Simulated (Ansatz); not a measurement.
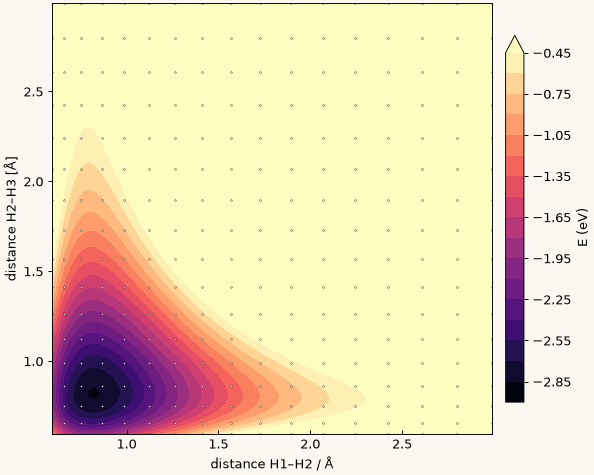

The system H⁺ + H₂. 
- The first coordinate is: distance H1–H2; the second: distance H2–H3.
- Nothing is relaxed (the angle H1–H2–H3 is fixed at 180 degrees).
- Grid: 17 × 17 points; 153 points were computed and 136 follow by symmetry.
- Energies are in eV, from H with charge +1 far from the relaxed HH (each part in its own basis).
- The reference is spin-restricted, so regions where a bond is pulled apart into radicals lie too high.
- All numbers below come from Ansatz, RKS PBE0-D4/aug-cc-pVTZ.

The picture shows filled contours, dots at the grid points, one colour for all values above the top of the scale. Between grid points the surface is interpolated.

**Estimate the position of the minimum and the force constants in these coordinates.**

The interpolated minimum is at distance H1–H2 ≈ 0.820 Å, distance H2–H3 ≈ 0.820 Å. The curvatures there are about 21 eV/Å² and 21 eV/Å², with a cross term of about −0.7 eV/Å². Round the minimum the contours are nearly round: the two directions are equally stiff and uncoupled.
